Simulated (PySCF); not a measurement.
**H8N2Si2 (SMILES N[SiH2]N[SiH3]): density, localisation and related maps**

```xyz
12

N    -2.2089   -0.1658   -0.7122
Si   -0.9852    0.0111    0.4911
N     0.4943   -0.1359   -0.3961
Si    2.1068    0.0855    0.1784
H    -3.1659   -0.1912   -0.4017
H    -2.1412    0.4035   -1.5413
H    -0.9080    1.3005    1.1865
H    -1.2321   -1.0803    1.4382
H     0.4108   -0.6979   -1.2281
H     2.5071   -0.9511    1.1391
H     2.1629    1.3928    0.8299
H     2.9606    0.0281   -1.0097
```

Geometry: GFN2-xTB.

Method: PBE0/def2-SVPD, SCF density, gas phase (PySCF).

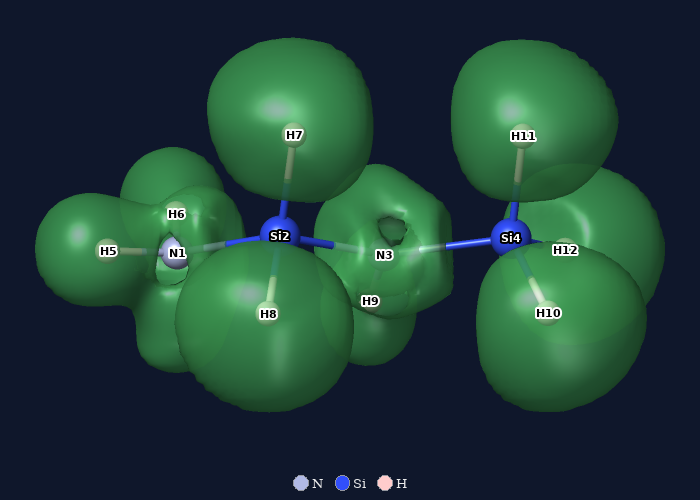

Figure 1. Isosurface of the ELF at 0.75 (green), seen from one side. Only the valence region is drawn (cores and ρ < 0.01 e/Å³ removed).

Describe the localisation domains.

The surface consists of five regions around hydrogen nuclei and two joined regions spread over several atoms (H, N), in which their bonds and any lone pairs are merged.


Si–N (1.73 Å): the ELF peaks at about 0.90 between the atoms; a shared but strongly polarised pair. N–H (1.01 Å): the ELF climbs to about 1 towards the hydrogen, as it does in any bond to H; a covalent bond by its length.

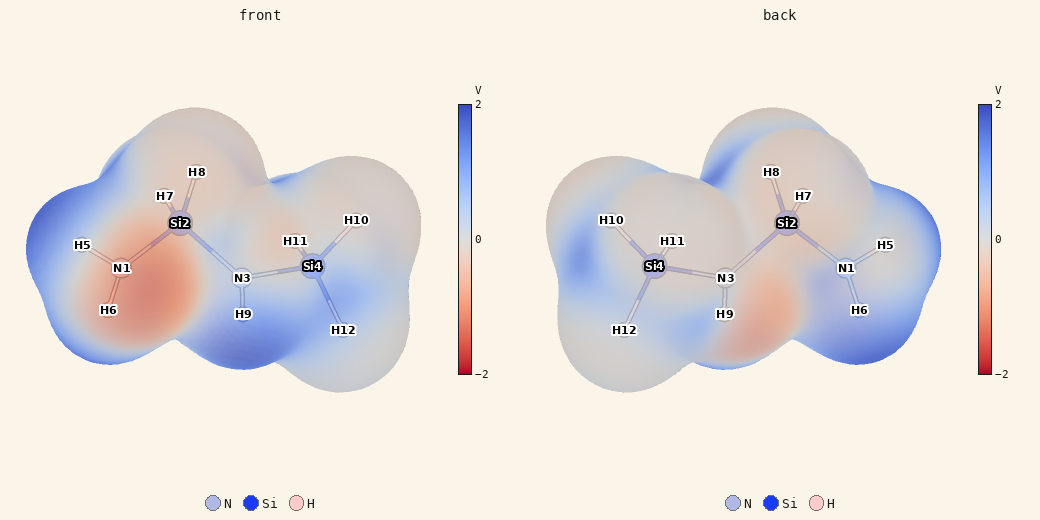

Figure 2. The electrostatic potential painted on the density surface at 0.002 e/bohr³, seen from the front and from behind; red is negative and blue positive.

Where is the surface potential most negative and most positive?

The most negative region (about −1.2 V) lies over N1, the most positive (about +1.7 V) over H5, H6 and H9. N1 is the likeliest acceptor of a hydrogen bond.

What dipole moment does the calculation give?

Its dipole moment is 1.34 D.

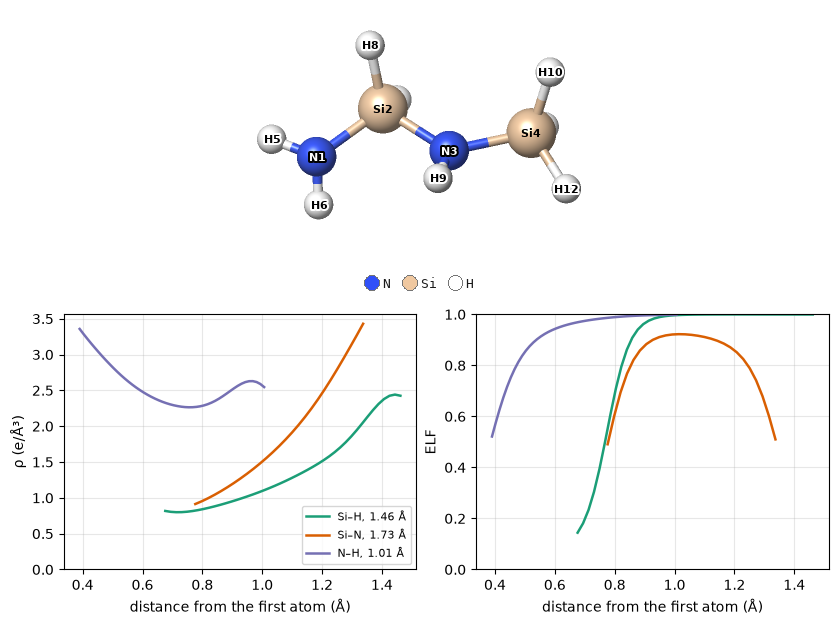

Figure 3. Electron density and electron localisation function along straight lines between neighbouring atoms. The curves leave out the atomic cores. The structure is drawn too.

What can be read from the curves?

Si–H (1.46 Å): the density is about 0.8 e/Å³ at the midpoint; the ELF climbs to about 1 towards the hydrogen.
Si–N (1.73 Å): ρ at the midpoint is about 1.1 e/Å³; the ELF peaks at about 0.90 between the atoms; a polar covalent bond.
N–H (1.01 Å): ρ at the midpoint is about 2.8 e/Å³; the ELF climbs to about 1 towards the hydrogen: a covalent bond by its length.
